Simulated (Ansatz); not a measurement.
# C₂H₇NSi: how energies converge with the basis set

Aim: see how fast density functionals converge with the basis set for C₂H₇NSi.

Program: Ansatz 0.2.0, Gaussian basis. Level of theory: one geometry, several basis sets. These are calculated values, not measurements.

The runs, in order: PBE0-D4/def2-SVP; ωB97M-V/def2-SVP; PBE0-D4/def2-QZVPP; ωB97M-V/def2-QZVPP; the functionals' def2-TZVPP values are taken from earlier runs.

## Step 1: The relaxed structure

All runs share one geometry, relaxed beforehand with PBE0-D4 in a triple-zeta def2 set.

SMILES `NC1C[SiH2]1`, 11 atoms, charge 0, spin multiplicity 1.

Atoms are counted from 1 here; the program's logs count them from 0.

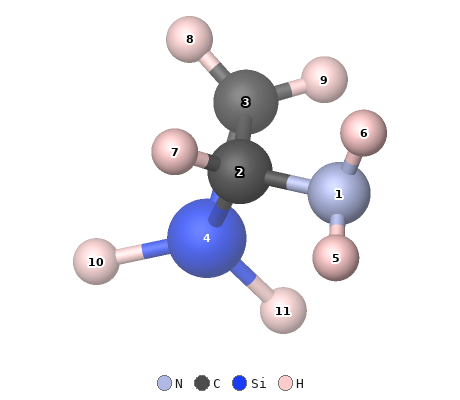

The structure; nitrogen light blue, carbon dark grey, silicon blue, hydrogen pink; atoms are numbered from 1 in the order of the file.

## Step 2: PBE0-D4 in def2-SVP

in.yaml reads:

```yaml
crystal:
  periodic: [false, false, false]
  atoms:
    - {symbol: N, position_ang: [-1.337217, 0.826076, -0.314151]}
    - {symbol: C, position_ang: [0.048130, 0.587387, -0.015126]}
    - {symbol: C, position_ang: [0.296138, -0.519690, 1.025200]}
    - {symbol: Si, position_ang: [0.844954, -0.955872, -0.685052]}
    - {symbol: H, position_ang: [-1.450353, 1.288254, -1.205983]}
    - {symbol: H, position_ang: [-1.773953, 1.401479, 0.397493]}
    - {symbol: H, position_ang: [0.701428, 1.454152, 0.118637]}
    - {symbol: H, position_ang: [1.025095, -0.311653, 1.801261]}
    - {symbol: H, position_ang: [-0.607948, -0.996975, 1.390622]}
    - {symbol: H, position_ang: [2.288737, -0.939911, -1.005460]}
    - {symbol: H, position_ang: [0.030288, -1.890147, -1.486841]}
basis:
  gaussian: {orbitals: def2-SVP}
hamiltonian: {xc: pbe0, dispersion: d4}
output: {orbitals: {seedname: orbitals}}
```

Run with:

```
> ansatz run in.yaml --threads 2 --pin off --events-out ev --progress --plain --max-ram 4352MiB
```

Standard output:

```text
Functional definition: PBE0
  name "PBE0"
  cite "Adamo & Barone, J. Chem. Phys. 110, 6158 (1999) doi:10.1063/1.478522"
  cite "Perdew, Burke & Ernzerhof, Phys. Rev. Lett. 77, 3865 (1996) doi:10.1103/PhysRevLett.77.3865"
  parent pbe
  parameter a = 0.25
  parameter kappa = 0.804
  parameter beta = 0.06672455060314922
  exchange = (1 - a)*pbe_x(kappa = kappa, mu = beta*pi^2/3) + a*exact_x
  correlation = pbe_c(beta = beta)
1090 factors; their error is unknown
mean field evaluation 1: about -11533.4354 eV, gradient 5.7e1 eV
mean field evaluation 2: about -11523.9035 eV, gradient 8.2e1 eV
mean field evaluation 4: about -11541.4057 eV, gradient 3.5e0 eV
mean field evaluation 8: about -11541.4351 eV, gradient 2.4e-2 eV
mean field evaluation 16: about -11541.4681 eV, gradient 7.8e-5 eV
mean field -11541.46813992 eV, -424.1411310540 hartree, gradient 7.8e-5 eV, S^2 0.000000; 0 other end points of the search recorded, 0 dependent functions left out
reference -11541.46816698 eV, -424.1411320483 hartree; 20, 20 occupied and 75, 75 virtual orbitals, 1090 factors
Total energy: -11541.64099299 eV, -424.1474832872 hartree
```

It took 1.4 s on 2 threads of Arm Neoverse V1, shared host.

## Step 3: ωB97M-V in def2-SVP

in.yaml, as its differences from that of step 2:

```diff
@@ -16,3 +16,3 @@
   gaussian: {orbitals: def2-SVP}
-hamiltonian: {xc: pbe0, dispersion: d4}
+hamiltonian: {xc: {name: wB97M-V}}
 output: {orbitals: {seedname: orbitals}}
```

Launched as before.

Standard output, cut to the lines that bear on the results:

```text
Functional definition: wB97M-V
  name "wB97M-V"
  cite "Mardirossian & Head-Gordon, J. Chem. Phys. 144, 214110 (2016) doi:10.1063/1.4952647"
  cite "Becke, J. Chem. Phys. 107, 8554 (1997) doi:10.1063/1.475007"
  cite "Vydrov & Van Voorhis, J. Chem. Phys. 133, 244103 (2010) doi:10.1063/1.3521275"
  # Of w^i u^j: cxij and so on, Table III.
[...]
  gx(w, u) = 1 - cx + cx01*u + cx10*w
  gss(w, u) = css00 + css04*u^4 + css10*w + css20*w^2 + css43*w^4*u^3
  gos(w, u) = cos00 + cos10*w + (cos20 + cos21*u)*w^2 + (cos60 + cos61*u)*w^6
[...]
      + integral(e_c_pw_mod_opposite_spin*gos(b97_w_opposite, b97_u_opposite)) + vv10(b, c)
1090 factors; their error is unknown
302 factors; integrals over basis functions are off by at most 7.2e-6 eV
[...]
mean field -11546.49140411 eV, -424.3257326083 hartree, gradient 4.3e-5 eV, S^2 0.000000; 0 other end points of the search recorded, 0 dependent functions left out
reference -11546.49144589 eV, -424.3257341436 hartree; 20, 20 occupied and 75, 75 virtual orbitals, 1090 factors
Total energy: -11546.49144589 eV, -424.3257341436 hartree
```

It took 6 s on 2 threads of Arm Neoverse V1, shared host.

## Step 4: PBE0-D4 in def2-QZVPP

in.yaml, as its differences from that of step 3:

```diff
@@ -15,4 +15,4 @@
 basis:
-  gaussian: {orbitals: def2-SVP}
-hamiltonian: {xc: {name: wB97M-V}}
+  gaussian: {orbitals: "def2-QZVPP.json"}
+hamiltonian: {xc: pbe0, dispersion: d4}
 output: {orbitals: {seedname: orbitals}}
```

Launched as before.

Standard output:

```text
Functional definition: PBE0
  name "PBE0"
  cite "Adamo & Barone, J. Chem. Phys. 110, 6158 (1999) doi:10.1063/1.478522"
  cite "Perdew, Burke & Ernzerhof, Phys. Rev. Lett. 77, 3865 (1996) doi:10.1103/PhysRevLett.77.3865"
  parent pbe
  parameter a = 0.25
  parameter kappa = 0.804
  parameter beta = 0.06672455060314922
  exchange = (1 - a)*pbe_x(kappa = kappa, mu = beta*pi^2/3) + a*exact_x
  correlation = pbe_c(beta = beta)
1340 factors; their error is unknown
mean field evaluation 1: about -11536.5390 eV, gradient 7.4e1 eV
mean field evaluation 2: about -11512.7668 eV, gradient 1.2e2 eV
mean field evaluation 4: about -11548.7866 eV, gradient 5.8e0 eV
mean field evaluation 8: about -11548.8628 eV, gradient 3.0e-1 eV
mean field evaluation 16: about -11548.8680 eV, gradient 1.7e-4 eV
mean field -11548.86795760 eV, -424.4130693378 hartree, gradient 3.0e-5 eV, S^2 0.000000; 0 other end points of the search recorded, 0 dependent functions left out
reference -11548.86799903 eV, -424.4130708603 hartree; 20, 20 occupied and 431, 431 virtual orbitals, 1340 factors
Total energy: -11549.04082504 eV, -424.4194220993 hartree
```

Wall time 12 s (2 threads of Arm Neoverse V1, shared host); peak memory 1.3 GiB.

## Step 5: ωB97M-V in def2-QZVPP

in.yaml, as its differences from that of step 4:

```diff
@@ -16,3 +16,3 @@
   gaussian: {orbitals: "def2-QZVPP.json"}
-hamiltonian: {xc: pbe0, dispersion: d4}
+hamiltonian: {xc: {name: wB97M-V}}
 output: {orbitals: {seedname: orbitals}}
```

The command is unchanged.

Standard output, cut to the lines that bear on the results:

```text
Functional definition: wB97M-V
  name "wB97M-V"
  cite "Mardirossian & Head-Gordon, J. Chem. Phys. 144, 214110 (2016) doi:10.1063/1.4952647"
  cite "Becke, J. Chem. Phys. 107, 8554 (1997) doi:10.1063/1.475007"
  cite "Vydrov & Van Voorhis, J. Chem. Phys. 133, 244103 (2010) doi:10.1063/1.3521275"
  # Of w^i u^j: cxij and so on, Table III.
[...]
  gx(w, u) = 1 - cx + cx01*u + cx10*w
  gss(w, u) = css00 + css04*u^4 + css10*w + css20*w^2 + css43*w^4*u^3
  gos(w, u) = cos00 + cos10*w + (cos20 + cos21*u)*w^2 + (cos60 + cos61*u)*w^6
[...]
      + integral(e_c_pw_mod_opposite_spin*gos(b97_w_opposite, b97_u_opposite)) + vv10(b, c)
1320 factors; their error is unknown
365 factors; integrals over basis functions are off by at most 1.1e-5 eV
[...]
mean field -11554.08017685 eV, -424.6046148623 hartree, gradient 3.3e-5 eV, S^2 0.000000; 0 other end points of the search recorded, 0 dependent functions left out
reference -11554.08024234 eV, -424.6046172692 hartree; 20, 20 occupied and 431, 431 virtual orbitals, 1320 factors
Total energy: -11554.08024234 eV, -424.6046172692 hartree
```

Run time: 27 s. Hardware: 2 threads of Arm Neoverse V1, shared host; peak memory 1.6 GiB.

## Step 6: Functionals by basis

The def2-TZVPP values come from earlier runs at the same geometry.

| functional | basis | functions | energy (eV) | from the largest (eV) | HOMO (eV) | LUMO (eV) |
| --- | --- | --- | --- | --- | --- | --- |
| PBE0-D4 | def2-SVP | 95 | -11541.6410 | 7.400 | -6.21 | 0.82 |
| PBE0-D4 | def2-TZVPP | 233 | -11548.5521 | 0.489 | -6.34 | 0.31 |
| PBE0-D4 | def2-QZVPP | 451 | -11549.0408 | 0.000 | -6.37 | 0.14 |
| ωB97M-V | def2-SVP | 95 | -11546.4914 | 7.589 | -8.42 | 2.72 |
| ωB97M-V | def2-TZVPP | 233 | -11553.6212 | 0.459 | -8.54 | 1.93 |
| ωB97M-V | def2-QZVPP | 451 | -11554.0802 | 0.000 | -8.57 | 1.50 |

## Step 7: Summary of results

| quantity | value |
| --- | --- |
| PBE0-D4: double and triple zeta above quadruple | 7.40, 0.49 eV |
| ωB97M-V: double and triple zeta above quadruple | 7.59, 0.46 eV |

In words: For PBE0-D4 the step from double to triple zeta gains 6.91 eV and the next only 0.49 eV. These are total energies; as a rule much of such shifts cancels in differences, which this series doesn't test. The LUMO of ωB97M-V is positive and keeps falling with the basis (2.72 to 1.50 eV): an unbound level that the basis holds in place.

For PBE0-D4 the largest set took about 9 times as long as the smallest (12 s against 1.4 s).
